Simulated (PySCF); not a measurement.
**NOF (nitrosyl fluoride) at CCSDT/STO-6G**

Aim: the vertical ionisation energy of NOF (nitrosyl fluoride) at CCSDT/STO-6G, from 2 runs. Input form: a Python script.

Program for the calculation: PySCF 2.14.0.

13 further runs of the same task are left out: 4 that didn't finish, 9 set aside as unsound or not needed.

### 1 Starting point

The species is NOF (3 atoms), meant as a singlet with charge 0. As SMILES, `O=NF`. The coordinates come from a PBE0-D4/def2-TZVP relaxation.

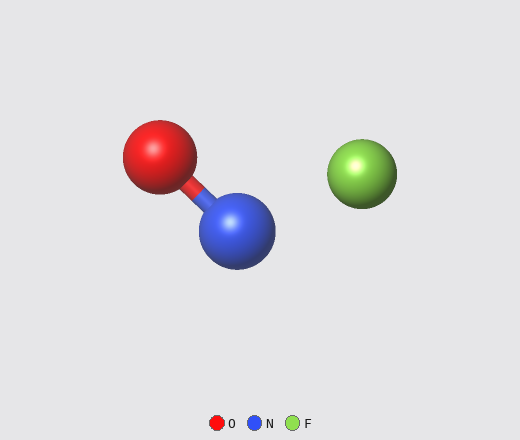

The structure, seen from a chosen angle (oxygen red, nitrogen blue, fluorine green).

### 2 A single-point energy at CCSDT/STO-6G

File job.py:

```python
from pyscf import gto, scf, cc

mol = gto.M(
    atom='''
O      1.640944     0.459147     0.953820
N      0.281437    -0.911868     0.056522
F     -1.922399     0.452741    -1.010342
''',
    verbose=3,
    unit='bohr',
    charge=0,
    max_memory=1860,
    spin=0,
    basis='sto-6g',
)

mf = scf.RHF(mol)
mf.conv_tol = 1e-10
mf.kernel()
if not mf.converged:
    mf = mf.newton().run(mf.mo_coeff, mf.mo_occ)

mycc = cc.CCSDT(mf, frozen=3)
mycc.kernel()
e_final = mycc.e_tot
print('Final energy', e_final)
```

Started as:

```bash
OMP_NUM_THREADS=1 python job.py
```

Standard output:

```text
converged SCF energy = -227.6551887717
_make_eris_incore_RCCSDT

WARN: A large `blksize` is being used, which may cause large memory consumption
      for storing contraction intermediates. If memory is sufficient, consider using
      `pyscf.cc.rccsdt_highm.RCCSDT` instead.

RCCSDT converged
E(RCCSDT) = -227.8401405688116   E_corr = -0.1849517971115685
E_corr(same-spin) = -0.0306092765828977
E_corr(oppo-spin) = -0.154342520528671
Final energy -227.84014056881165
```

It took 1.6 s on 1 thread of Arm Neoverse V1, shared host; peak memory 0.1 GiB.

### 3 The doublet cation at the same level

File job.py:

```python
from pyscf import gto, scf, cc

molecule = gto.M(
    atom=[
    ('O', (0.868350, 0.242970, 0.504740)),
    ('N', (0.148930, -0.482540, 0.029910)),
    ('F', (-1.017290, 0.239580, -0.534650)),
],
    verbose=3,
    max_memory=1860,
    spin=1,
    charge=1,
    basis='sto-6g',
)

mf = scf.UHF(molecule)
mf.conv_tol = 1e-10
mf.kernel()
if not mf.converged:
    mf = mf.newton().run(mf.mo_coeff, mf.mo_occ)

mycc = cc.CCSDT(mf, frozen=3)
mycc.kernel()
e_tot = mycc.e_tot
print('E = %.10f Eh' % e_tot)
```

Started as:

```bash
OMP_NUM_THREADS=1 python job.py
```

Standard output:

```text
converged SCF energy = -227.324793099032  <S^2> = 1.0544434  2S+1 = 2.2842446
_make_eris_incore_UCCSDT

WARN: A large `blksize_v_aaa` is being used, which may cause large memory consumption
      for storing contraction intermediates. If memory is sufficient, consider using
      `pyscf.cc.uccsdt_highm.UCCSDT` instead.

WARN: A large `blksize_v_aab` is being used, which may cause large memory consumption
      for storing contraction intermediates. If memory is sufficient, consider using
      `pyscf.cc.uccsdt_highm.UCCSDT` instead.

UCCSDT converged
E(UCCSDT) = -227.5157297529704   E_corr = -0.1909366539389091
E_corr(same-spin) = -0.0341303748971115
E_corr(oppo-spin) = -0.156806279041798
E = -227.5157297530 Eh
```

It took 3.9 s on 1 thread of Arm Neoverse V1, shared host; peak memory 0.1 GiB.

### 4 Summary of results

At CCSDT/STO-6G, 3 core orbitals frozen:

| quantity | value |
| --- | --- |
| singlet NOF: total energy | -227.84014 Eh |
| singlet NOF: dipole moment (Hartree–Fock density) | 0.38 D |
| singlet NOF: HOMO energy (Hartree–Fock orbitals) | -10.00 eV |
| singlet NOF: LUMO energy (Hartree–Fock orbitals) | 5.40 eV |
| singlet NOF: HOMO–LUMO gap (Hartree–Fock orbitals) | 15.40 eV |
| singlet NOF: correlation energy (3 core orbitals frozen) | -185.0 mEh |
| singlet NOF: T1 diagnostic | 0.027 |
| doublet cation: total energy | -227.51573 Eh |
| doublet cation: HOMO energy (Hartree–Fock orbitals) (highest over α and β) | -24.65 eV |
| doublet cation: LUMO energy (Hartree–Fock orbitals) (lowest over α and β) | -8.16 eV |
| doublet cation: correlation energy (3 core orbitals frozen) | -190.9 mEh |
| doublet cation: ⟨S²⟩ of the reference determinant | 1.054 |
| doublet cation: T1 diagnostic | 0.071 |
| vertical ionisation energy (to the doublet cation) | 8.828 eV |

The vertical ionisation energy comes to 8.83 eV (852 kJ/mol). In a minimal basis such a difference can be off by several eV, whatever the method. The T1 diagnostic (singlet NOF) of 0.027 is above the customary mark for such species, so a single reference may not serve. ⟨S²⟩ (doublet cation) is 1.05 where a pure doublet has 0.75: the reference is spin-contaminated. The T1 diagnostic (doublet cation) of 0.071 is above the customary mark for such species, so a single reference may not serve. Mulliken charges (doublet cation) of the mean-field density run from +0.22 on F3 to +0.45 on N2.
